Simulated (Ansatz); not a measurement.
Response to strain in Ti

Base system: Ti in the hcp (Mg type) structure (space group P6_3/mmc, No. 194; a = 2.936 Å, c = 4.640 Å; relaxed with 0.1 eV smearing). Axes: x lies along a and z along c of the hexagonal cell.

Strains are applied to the cell and any free atomic positions relax.

Method: Ansatz (a quantum-chemistry and plane-wave program), r2SCAN, PAW, cutoff 500 eV, scalar-relativistic without spin-orbit coupling.

Notes on the quantities. energy relative to the base: free energy F.

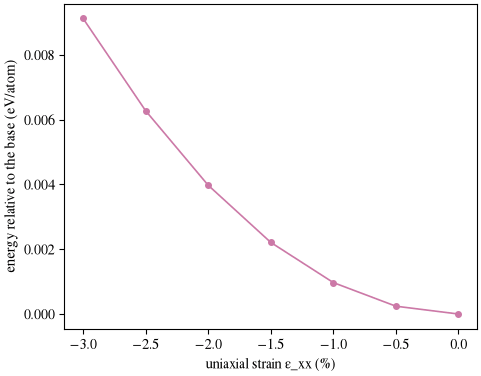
Fig. 1. Energy relative to the base against uniaxial strain ε_xx

### Question
From the plot, what is the energy relative to the base for uniaxial strain ε_xx = −2.00 %?

### Answer
About 0.0040 eV/atom.

### Question
Is the trend monotonic over the range shown?

### Answer
Yes, it falls throughout, spanning 0 meV/atom to +9.1 meV/atom.

Stability against distortions was not tested. All final runs are without spin polarisation.
